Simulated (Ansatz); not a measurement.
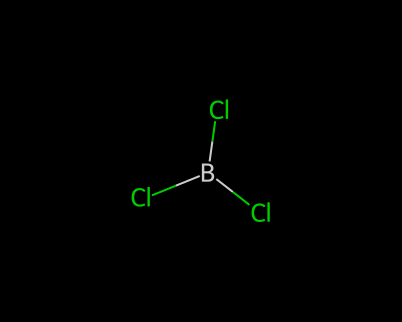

Simulated data, not a measurement (program: Ansatz).

### Give its SMILES.

ClB(Cl)Cl

### What is the molecular formula?

BCl3.

### An optimisation with PBE0-D4/def2-TZVP gave a structure of which point group?

D3h.
